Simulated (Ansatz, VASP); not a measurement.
# SrTiO3 (Tausonite) in two plane-wave programs

One calculation is typed for both programs; each brings its own data sets and cutoff. How far apart do they land?

Program: Ansatz 0.2.0. Level of theory: plane waves, with VASP 6.6.1 beside it; relaxation of cell and atoms at LDA, DFT+U and zone-centre phonons at r2SCAN, DFT+U. Results are calculated unless marked as measured.

## Step 1: Set-up

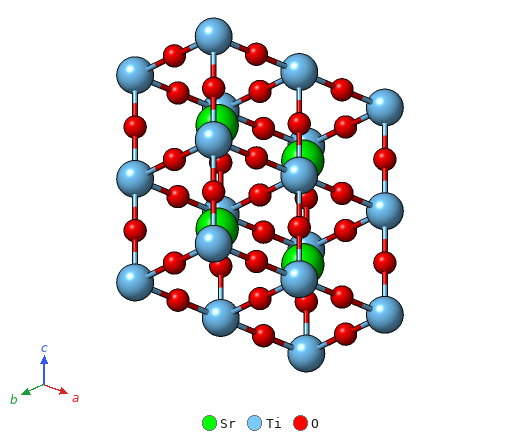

The cell as given, from a free direction (strontium green, titanium blue, oxygen red). 2×1×2 cells are drawn. Some periodic images of atoms are drawn too.

Coordinates:

```cif
data_structure
_symmetry_space_group_name_H-M 'Pm-3m'
_symmetry_Int_Tables_number 221
_cell_length_a 3.9053
_cell_length_b 3.9053
_cell_length_c 3.9053
_cell_angle_alpha 90.000
_cell_angle_beta 90.000
_cell_angle_gamma 90.000
_cell_volume 59.56
loop_
_atom_site_label
_atom_site_type_symbol
_atom_site_symmetry_multiplicity
_atom_site_Wyckoff_symbol
_atom_site_fract_x
_atom_site_fract_y
_atom_site_fract_z
_atom_site_occupancy
Sr1 Sr 1 b 0.50000 0.50000 0.50000 1
Ti1 Ti 1 a 0.00000 0.00000 0.00000 1
O1 O 3 d 0.00000 0.00000 0.50000 1
```

## Step 2: VASP: relaxation of cell and atoms, LDA, DFT+U

The relaxed volume is the usual yardstick between codes: its relative difference is about their pressure difference at one cell divided by the bulk modulus.

Lines of VASP's logs that name or quote its potential files are left out, and so is its time.

INCAR

```
SYSTEM = SrTiO3
PREC = Accurate
ENCUT = 520
EDIFF = 1E-07
NELM = 100
ISMEAR = 0
SIGMA = 0.03
LREAL = .FALSE.
ALGO = Normal
GGA = CA
NBANDS = 28
ISPIN = 2
MAGMOM = 0 1 0 0 0
LDAU = .TRUE.
LDAUTYPE = 2
LDAUL = -1 2 -1
LDAUU = 0 4 0
LDAUJ = 0 0 0
LDAUPRINT = 1
LASPH = .TRUE.
LMAXMIX = 4
LORBIT = 11
LWAVE = .FALSE.
LCHARG = .FALSE.
KPAR = 4
IBRION = 2
NSW = 50
ISIF = 3
EDIFFG = -0.002
```

POSCAR

```
SrTiO3
1.0
    3.9052800000      0.0000000000      0.0000000000
    0.0000000000      3.9052800000      0.0000000000
    0.0000000000      0.0000000000      3.9052800000
Sr Ti O
1 1 3
Direct
    0.5000000000      0.5000000000      0.5000000000
    0.0000000000      0.0000000000      0.0000000000
    0.0000000000      0.0000000000      0.5000000000
    0.0000000000      0.5000000000      0.0000000000
    0.5000000000      0.0000000000      0.0000000000
```

KPOINTS

```
Automatic mesh
0
Gamma
6 6 6
0 0 0
```

Potentials, in the order of the species: Sr_sv, Ti_sv and O (LDA family, release 64).

Launch:

```console
$ mpirun -np 4 vasp_std
```

Numbers of over 12 decimals in the logs are rounded to 6 here.

Output:

```text
[banner, memory and clock lines left out]
running    4 mpi-ranks, on    1 nodes
 distrk:  each k-point on    1 cores,    4 groups
 distr:  one band on    1 cores,    1 groups

 POSCAR found type information on POSCAR SrTiO
 POSCAR found :  3 types and       5 ions
 LDA part: xc-table for (Slater(with rela. corr.)+CA(PZ))
 , standard interpolation
 POSCAR, INCAR and KPOINTS ok, starting setup
 FFT: planning ... GRIDC
 FFT: planning ... GRID_SOFT
 FFT: planning ... GRID
 WAVECAR not read
 entering main loop
       N       E                     dE             d eps       ncg     rms          rms(c)
DAV:   1     0.416902421216E+03    0.41690E+03   -0.20543E+04  2240   0.152E+03
DAV:   2    -0.106328672431E+02   -0.42754E+03   -0.40907E+03  2560   0.433E+02
DAV:   3    -0.497689337622E+02   -0.39136E+02   -0.38817E+02  2592   0.131E+02
DAV:   4    -0.521413335042E+02   -0.23724E+01   -0.23670E+01  3852   0.269E+01
DAV:   5    -0.521757552955E+02   -0.34422E-01   -0.34402E-01  2976   0.297E+00    0.275E+01
DAV:   6    -0.412764566650E+02    0.10899E+02   -0.53781E+01  3240   0.652E+01    0.163E+01
DAV:   7    -0.414281082545E+02   -0.15165E+00   -0.62269E+00  2836   0.151E+01    0.106E+01
DAV:   8    -0.414211701001E+02    0.69382E-02   -0.16091E+00  2684   0.111E+01    0.314E+00
DAV:   9    -0.413669968048E+02    0.54173E-01   -0.21817E-01  2732   0.466E+00    0.103E+00
DAV:  10    -0.413598593827E+02    0.71374E-02   -0.76036E-02  2908   0.191E+00    0.640E-01
DAV:  11    -0.413593015358E+02    0.55785E-03   -0.90667E-03  2912   0.953E-01    0.191E-01
DAV:  12    -0.413589506971E+02    0.35084E-03   -0.16147E-03  2676   0.303E-01    0.787E-02
DAV:  13    -0.413589330685E+02    0.17629E-04   -0.26098E-04  2892   0.161E-01    0.616E-02
DAV:  14    -0.413589364879E+02   -0.34194E-05   -0.61885E-05  3004   0.560E-02    0.231E-02
DAV:  15    -0.413589369779E+02   -0.48992E-06   -0.48439E-06  2912   0.157E-02    0.788E-03
DAV:  16    -0.413589368256E+02    0.15227E-06   -0.11693E-06  2608   0.713E-03    0.415E-03
DAV:  17    -0.413589367896E+02    0.35980E-07   -0.18841E-07  2112   0.360E-03
   1 F= -.41358937E+02 E0= -.41358937E+02  d E =-.413589E+02  mag=    -0.0000
 curvature:   0.00 expect dE= 0.000E+00 dE for cont linesearch  0.000E+00
 trial: gam= 0.00000 g(F)=  0.000E+00 g(S)=  0.238E-01 ort = 0.000E+00 (trialstep = 0.100E+01)
 search vector abs. value=  0.238E-01
 bond charge predicted
       N       E                     dE             d eps       ncg     rms          rms(c)
DAV:   1    -0.415422330258E+02   -0.18330E+00   -0.50908E+00  2536   0.204E+01    0.404E+00
DAV:   2    -0.413819360346E+02    0.16030E+00   -0.58891E-01  2664   0.623E+00    0.139E+00
DAV:   3    -0.413539330308E+02    0.28003E-01   -0.13172E-01  2912   0.261E+00    0.501E-01
DAV:   4    -0.413553285775E+02   -0.13955E-02   -0.19281E-02  3460   0.920E-01    0.351E-01
DAV:   5    -0.413569309111E+02   -0.16023E-02   -0.27961E-03  3596   0.237E-01    0.278E-01
DAV:   6    -0.413580610747E+02   -0.11302E-02   -0.22189E-03  3608   0.270E-01    0.647E-02
DAV:   7    -0.413581375440E+02   -0.76469E-04   -0.35290E-04  3204   0.952E-02    0.144E-02
DAV:   8    -0.413581428139E+02   -0.52699E-05   -0.29150E-05  3152   0.275E-02    0.484E-03
DAV:   9    -0.413581426934E+02    0.12055E-06   -0.17688E-06  2944   0.723E-03    0.123E-03
DAV:  10    -0.413581427093E+02   -0.15922E-07   -0.45897E-08  1540   0.157E-03
   2 F= -.41358143E+02 E0= -.41358143E+02  d E =0.794080E-03  mag=    -0.0000
 trial-energy change:    0.000794  1 .order    0.000992   -0.023789    0.025772
 step:   0.4860(harm=  0.4800)  dis= 0.00000  next Energy=   -41.364740 (dE=-0.580E-02)
 bond charge predicted
       N       E                     dE             d eps       ncg     rms          rms(c)
DAV:   1    -0.414128354317E+02   -0.54693E-01   -0.13414E+00  2540   0.107E+01    0.203E+00
DAV:   2    -0.413710323469E+02    0.41803E-01   -0.15781E-01  2688   0.326E+00    0.727E-01
DAV:   3    -0.413635926084E+02    0.74397E-02   -0.35507E-02  2808   0.127E+00    0.312E-01
DAV:   4    -0.413640797228E+02   -0.48711E-03   -0.64310E-03  3528   0.467E-01    0.237E-01
DAV:   5    -0.413646333082E+02   -0.55359E-03   -0.13504E-03  3320   0.171E-01    0.106E-01
DAV:   6    -0.413647382001E+02   -0.10489E-03   -0.43568E-04  2756   0.110E-01    0.541E-02
DAV:   7    -0.413647617723E+02   -0.23572E-04   -0.10929E-04  3320   0.555E-02    0.135E-02
DAV:   8    -0.413647670699E+02   -0.52976E-05   -0.13682E-05  3096   0.194E-02    0.242E-03
DAV:   9    -0.413647675566E+02   -0.48674E-06   -0.26254E-06  3184   0.623E-03    0.142E-03
DAV:  10    -0.413647675521E+02    0.45852E-08   -0.67865E-08  1648   0.182E-03
   3 F= -.41364768E+02 E0= -.41364768E+02  d E =-.583076E-02  mag=    -0.0000
 curvature:  -0.24 expect dE=-0.155E-06 dE for cont linesearch -0.155E-06
 trial: gam=-0.00519 g(F)=  0.283E-65 g(S)=  0.647E-06 ort = 0.124E-03 (trialstep = 0.897E+00)
 search vector abs. value=  0.118E-09
 reached required accuracy - stopping structural energy minimisation
```

OUTCAR, selected parts (step 2):

```text
ion  position               nearest neighbor table
   1  0.500  0.500  0.500-   3 2.76   4 2.76   5 2.76   4 2.76   5 2.76   3 2.76   5 2.76   5 2.76
                             3 2.76   4 2.76   4 2.76   3 2.76   2 3.38   2 3.38   2 3.38   2 3.38
   2  0.000  0.000  0.000-   3 1.95   4 1.95   5 1.95   3 1.95   4 1.95   5 1.95   1 3.38   1 3.38
                             1 3.38   1 3.38   1 3.38   1 3.38   1 3.38   1 3.38
   3  0.000  0.000  0.500-   2 1.95   2 1.95   1 2.76   1 2.76   1 2.76   1 2.76
   4  0.000  0.500  0.000-   2 1.95   2 1.95   1 2.76   1 2.76   1 2.76   1 2.76
   5  0.500  0.000  0.000-   2 1.95   2 1.95   1 2.76   1 2.76   1 2.76   1 2.76

  LATTYP: Found a simple cubic cell.
 ALAT       =     3.9052800000

 Subroutine GETGRP returns: Found 48 space group operations
 (whereof 48 operations were pure point group operations)

The static configuration has the point symmetry O_h .

 Found     20 irreducible k-points:

   k-points           NKPTS =     20   k-points in BZ     NKDIM =     20   number of bands    NBANDS=     28

   dimension x,y,z NGX =    30 NGY =   30 NGZ =   30
   dimension x,y,z NGXF=    60 NGYF=   60 NGZF=   60

   ENCUT  =  520.0 eV  38.22 Ry    6.18 a.u.   7.26  7.26  7.26*2*pi/ulx,y,z

   NELECT =      40.0000    total number of electrons

 k-points in reciprocal lattice and weights: Automatic mesh
   0.00000000  0.00000000  0.00000000       0.005
   0.16666667  0.00000000  0.00000000       0.028
   0.33333333  0.00000000  0.00000000       0.028
   0.50000000  0.00000000  0.00000000       0.014
   0.16666667  0.16666667  0.00000000       0.056
   0.33333333  0.16666667  0.00000000       0.111
   0.50000000  0.16666667  0.00000000       0.056
   0.33333333  0.33333333  0.00000000       0.056
   0.50000000  0.33333333  0.00000000       0.056
[...]
0.50000000  0.50000000  0.33333333       0.028
   0.50000000  0.50000000  0.50000000       0.005

atom =   2  type =  2  l = 2

 onsite density matrix

spin component  1

  0.1079  0.0000  0.0000 -0.0000 -0.0000
  0.0000  0.1079 -0.0000  0.0000 -0.0000
  0.0000 -0.0000  0.2599 -0.0000  0.0000
 -0.0000  0.0000 -0.0000  0.1079  0.0000
 -0.0000 -0.0000  0.0000  0.0000  0.2599

spin component  2

 occupancies and eigenvectors

  o =  0.1079  v =  0.0000  0.0000  0.0000  0.0000  0.0000  1.0000  0.0000  0.0000  0.0000  0.0000      0.0000  0.0000  0.0000  0.0000  0.0000  0.0000  0.0000  0.0000  0.0000  0.0000
  o =  0.1079  v =  0.0000  0.0000  0.0000  0.0000  0.0000  0.0000  0.7466  0.0000 -0.6653 -0.0000      0.0000  0.0000  0.0000  0.0000  0.0000  0.0000  0.0000  0.0000  0.0000  0.0000
  o =  0.1079  v =  0.0000  0.0000  0.0000  0.0000  0.0000  0.0000  0.6653  0.0000  0.7466  0.0000      0.0000  0.0000  0.0000  0.0000  0.0000  0.0000  0.0000  0.0000  0.0000  0.0000
  o =  0.1079  v =  1.0000  0.0000  0.0000  0.0000  0.0000  0.0000  0.0000  0.0000  0.0000  0.0000      0.0000  0.0000  0.0000  0.0000  0.0000  0.0000  0.0000  0.0000  0.0000  0.0000
  o =  0.1079  v =  0.0000  0.5506 -0.0000  0.8348 -0.0000  0.0000  0.0000  0.0000  0.0000  0.0000      0.0000  0.0000  0.0000  0.0000  0.0000  0.0000  0.0000  0.0000  0.0000  0.0000
  o =  0.1079  v =  0.0000  0.8348 -0.0000 -0.5506  0.0000  0.0000  0.0000  0.0000  0.0000  0.0000      0.0000  0.0000  0.0000  0.0000  0.0000  0.0000  0.0000  0.0000  0.0000  0.0000
  o =  0.2599  v =  0.0000  0.0000  0.0000  0.0000  0.0000  0.0000 -0.0000 -0.0095 -0.0000  1.0000      0.0000  0.0000  0.0000  0.0000  0.0000  0.0000  0.0000  0.0000  0.0000  0.0000
  o =  0.2599  v =  0.0000  0.0000  0.0000  0.0000  0.0000  0.0000 -0.0000  1.0000  0.0000  0.0095      0.0000  0.0000  0.0000  0.0000  0.0000  0.0000  0.0000  0.0000  0.0000  0.0000
  o =  0.2599  v =  0.0000 -0.0000  0.0045  0.0000  1.0000  0.0000  0.0000  0.0000  0.0000  0.0000      0.0000  0.0000  0.0000  0.0000  0.0000  0.0000  0.0000  0.0000  0.0000  0.0000
  o =  0.2599  v =  0.0000  0.0000  1.0000 -0.0000 -0.0045  0.0000  0.0000  0.0000  0.0000  0.0000      0.0000  0.0000  0.0000  0.0000  0.0000  0.0000  0.0000  0.0000  0.0000  0.0000

 average (electrostatic) potential at core
       1 -34.0967       2 -77.3484       3 -70.3748       4 -70.3748       5 -70.3748

 E-fermi :   4.4160

 spin component 1
 k-point     1 :       0.0000    0.0000    0.0000
  band No.  band energies     occupation
    ...
     16       2.8927      1.00000
     17       2.8927      1.00000
     18       3.7044      1.00000
     19       3.7044      1.00000
     20       3.7044      1.00000
     21       6.4009      0.00000
     22       6.4009      0.00000
     23       6.4009      0.00000
     24       8.5572      0.00000
     25       8.5572      0.00000
    ...

 k-point     2 :       0.1667    0.0000    0.0000
  band No.  band energies     occupation
    ...
     16       2.5722      1.00000
     17       2.6398      1.00000
     18       2.9560      1.00000
     19       3.5574      1.00000
     20       3.5574      1.00000
     21       6.4530      0.00000
     22       6.9689      0.00000
     23       6.9689      0.00000
     24       8.5704      0.00000
     25       9.2699      0.00000
    ...

 k-point     3 :       0.3333    0.0000    0.0000
  band No.  band energies     occupation
    ...
     16       2.0283      1.00000
     17       2.0283      1.00000
     18       2.2036      1.00000
     19       3.3737      1.00000
     20       3.3737      1.00000
     21       6.5627      0.00000
     22       7.9377      0.00000
     23       7.9377      0.00000
     24       8.5816      0.00000
     25      10.2994      0.00000
    ...

 k-point     4 :       0.5000    0.0000    0.0000
  band No.  band energies     occupation
    ...
     16       1.7871      1.00000
     17       1.7871      1.00000
     18       2.0107      1.00000
     19       3.3018      1.00000
     20       3.3018      1.00000
     21       6.6205      0.00000
     22       8.3903      0.00000
     23       8.3903      0.00000
     24       8.5851      0.00000
     25      10.7393      0.00000
    ...

 k-point     5 :       0.1667    0.1667    0.0000
  band No.  band energies     occupation
    ...
     16       2.3299      1.00000
     17       2.7490      1.00000
     18       2.8772      1.00000
     19       3.2543      1.00000
     20       3.3400      1.00000
     21       6.9378      0.00000
     22       7.0678      0.00000
     23       7.2586      0.00000
     24       8.9218      0.00000
     25       9.7074      0.00000
    ...

 k-point     6 :       0.3333    0.1667    0.0000
  band No.  band energies     occupation
    ...
     16       1.8657      1.00000
     17       2.1645      1.00000
     18       2.8307      1.00000
     19       3.0725      1.00000
     20       3.1130      1.00000
     21       7.0733      0.00000
     22       7.9537      0.00000
     23       7.9977      0.00000
     24       9.0375      0.00000
     25      10.6978      0.00000
    ...

  Total       -0.0047294     -0.0047294     -0.0047294      0.0000000      0.0000000      0.0000000
  in kB       -0.1288563     -0.1288563     -0.1288563      0.0000000      0.0000000      0.0000000
  external PRESSURE =      -0.1288563 kB  Pullay stress =       0.0000000 kB

  energy-cutoff  :      520.00
  volume of cell :       58.80
      direct lattice vectors                 reciprocal lattice vectors
     3.888679753 -0.000000000 -0.000000000     0.257156686  0.000000000  0.000000000
    -0.000000000  3.888679753  0.000000000     0.000000000  0.257156686  0.000000000
    -0.000000000 -0.000000000  3.888679753     0.000000000 -0.000000000  0.257156686

 POSITION                                       TOTAL-FORCE (eV/Angst)
 -----------------------------------------------------------------------------------
      1.94434      1.94434      1.94434         0.000000     -0.000000      0.000000
      0.00000      0.00000      0.00000        -0.000000     -0.000000      0.000000
     -0.00000     -0.00000      1.94434        -0.000000      0.000000      0.000000
     -0.00000      1.94434      0.00000        -0.000000      0.000000      0.000000
      1.94434     -0.00000     -0.00000        -0.000000      0.000000      0.000000
 -----------------------------------------------------------------------------------
    total drift:                                0.000000     -0.000000      0.000000

  FREE ENERGIE OF THE ION-ELECTRON SYSTEM (eV)
  ---------------------------------------------------
  free  energy   TOTEN  =       -41.3647675521 eV

  energy  without entropy=      -41.3647675521  energy(sigma->0) =      -41.36476755

 reached required accuracy - stopping structural energy minimisation

 total charge
# of ion       s       p       d       tot
------------------------------------------
    1        1.999   5.786   0.217   8.002
    2        2.248   6.354   1.656  10.258
    3        1.551   3.494   0.000   5.045
    4        1.551   3.494   0.000   5.045
    5        1.551   3.494   0.000   5.045
--------------------------------------------------
tot          8.901  22.622   1.873  33.396

 magnetization (x)
# of ion       s       p       d       tot
------------------------------------------
    1       -0.000  -0.000   0.000  -0.000
    2       -0.000   0.000   0.000   0.000
    3        0.000  -0.000   0.000   0.000
    4        0.000  -0.000   0.000   0.000
    5        0.000  -0.000   0.000   0.000
--------------------------------------------------
tot         -0.000  -0.000   0.000  -0.000

[... 2 further parts left out ...]
```

(Continued in part 2 of 2.)

[Lines on the potential files, build, host, timing and source positions are cut from VASP's logs without a mark.]

[Logs are printed without paths, hosts, clocks, repeated set-up lines and the standing remarks that a program may print on its own settings, such as how far it seeks lower states.]

[Hosts, paths, dates, database ids (printed as entryN), source tags and the programs' standing remarks are cut or masked in the printed files.]
